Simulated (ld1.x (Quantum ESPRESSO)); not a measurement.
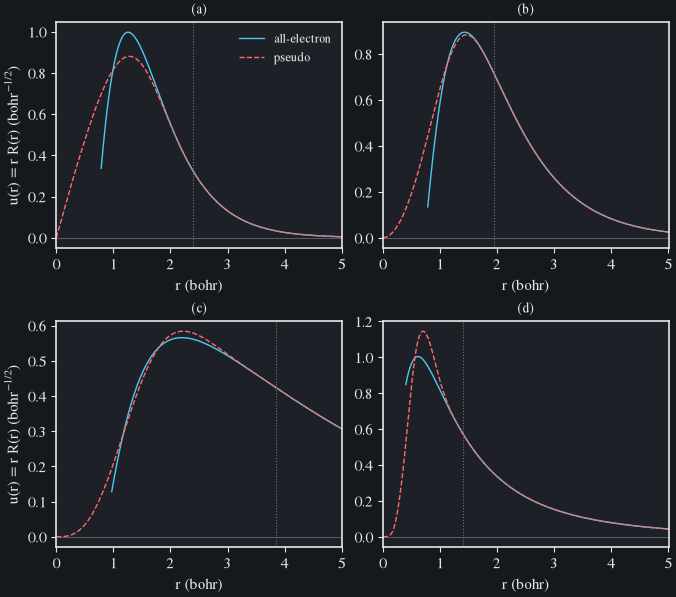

Pseudo-waves (dashed) against the all-electron radial functions (solid). Dotted lines mark the matching radii. The all-electron curves start outside the innermost oscillations, which aren't drawn.

ld1.x (Quantum ESPRESSO) 7.5, LDA (PZ), scalar-relativistic. The levels are (a) -43.39 eV, (b) -23.32 eV, (c) -1.84 eV, (d) -2.66 eV.

Q: Which element and which shells are these?

A: Samarium (Sm), core [Kr] 4d10, valence 4f6 5s2 5p6 5d0 6s2 6p0 (neutral): (a) 5s, (b) 5p, (c) 5d, (d) 4f.

Q: Are the pseudo-waves norm-conserving?

A: Yes. The TM semilocal scheme keeps the all-electron norm inside the radius.

The potential isn't sound: the pseudo-atom misses its own reference levels by up to 1.17 eV.
